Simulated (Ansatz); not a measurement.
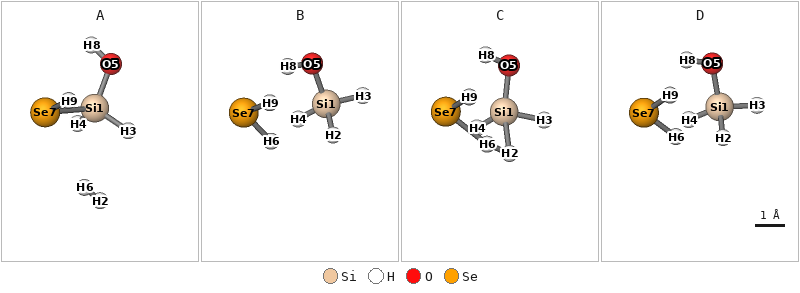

4 geometries from a converged minimum-energy path of SiH₆SeO, made up of SiH4O and H2Se, shuffled. Style: ball-and-stick. Shown from a free direction.

The calculation used UKS PBE-D4/def2-SVP in Ansatz 0.2.0. Settings: 7 movable images; climbing image; force threshold 0.03 eV/Å; iteration limit 60; starting path through a guess of the saddle point.

> One of them is the converged climbing image. Which?

C. In order along the path, whose images run from 0 to 8: B (image 1, +0.02 eV), D (image 2, +0.12 eV), C (image 4, +1.48 eV), A (image 7, −0.31 eV). Breaking: H6–Se7 (1.48 → 1.92 at the top → 3.23 Å), Si1–H2 (1.51 → 1.76 at the top → 3.71 Å). Forming: H2–H6 (3.02 → 0.96 at the top → 0.77 Å), Si1–Se7 (4.03 → 2.74 at the top → 2.30 Å).

Limits of the set-up: the start holds two separate molecules, 2.5 Å apart at their closest, whose relative position is a soft coordinate.

The run took 5.3 min on 2 threads of Arm Neoverse V1, with other jobs on the host, peak memory 0.16 GiB.
